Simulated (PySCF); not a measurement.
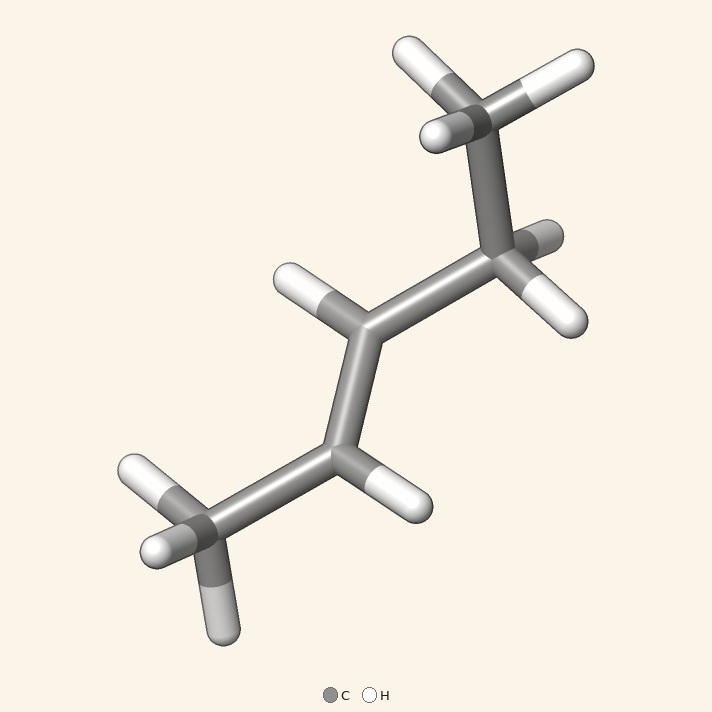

The computed structure is the end point of a PBE0-D3(BJ)/def2-SVP optimisation. No frequency run is at hand to confirm it as a minimum.

Question: Count the atoms of each element.

Answer: C5H10, 15 atoms: 5 carbon and 10 hydrogen.

Question: Describe its rings.

Answer: It has no ring.

Question: What is the point group of this geometry?

Answer: C1.

Question: Name functional groups in it.

Answer: Among them: alkene.

Question: Write the SMILES.

Answer: C/C=C/CC

More results for the same structure follow; atom numbers are the same in all pictures, views and colours differ.

## Electronic properties

No frequency run is at hand to confirm it as a minimum. Properties computed with B3LYP/def2-SVPD, gas phase (PySCF 2.14.0). Excitations: vertical, linear response.

Question: Estimate the HOMO energy (Kohn–Sham orbital).

Answer: −6.73 eV.

Question: Give the brightest of the 10 lowest singlets at this level.

Answer: 7.13 eV.

Question: What is the mean static polarisability?

Answer: 66.2 bohr³.

Question: What is the lowest vertical singlet excitation?

Answer: 6.51 eV.

## Charges

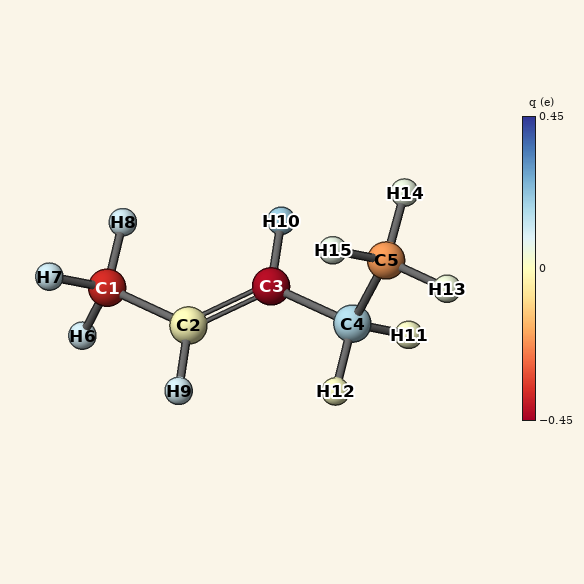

Atoms are coloured by their ESP-fitted charges. No frequency run is at hand to confirm it as a minimum. Level of theory: PBE0/pcSseg-1, gas phase (PySCF 2.14.0).

Give the ESP-fitted charges atom by atom.

| atom | value (e) |
| --- | --- |
| C1 | −0.36 |
| C2 | −0.01 |
| C3 | −0.42 |
| C4 | 0.16 |
| C5 | −0.20 |
| H6 | 0.11 |
| H7 | 0.12 |
| H8 | 0.11 |
| H9 | 0.11 |
| H10 | 0.20 |
| H11 | 0.01 |
| H12 | 0.00 |
| H13 | 0.04 |
| H14 | 0.06 |
| H15 | 0.06 |

## Core levels

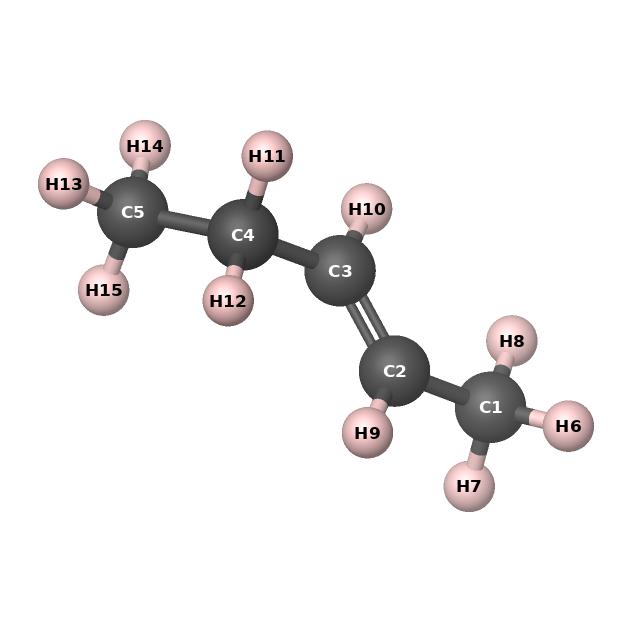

No frequency run is at hand to confirm it as a minimum. Method: delta-SCF UKS SCAN, pcX-2 on the ionised atom, pcseg-1 elsewhere, spin-free X2C (PySCF 2.14.0).

Give the core-electron binding energies (to vacuum) of C1 1s, C2 1s, C3 1s, C4 1s, C5 1s.

| atom | level | binding energy (eV) |
| --- | --- | --- |
| C1 | 1s | 290.7 |
| C2 | 1s | 290.1 |
| C3 | 1s | 290.0 |
| C4 | 1s | 290.6 |
| C5 | 1s | 290.4 |
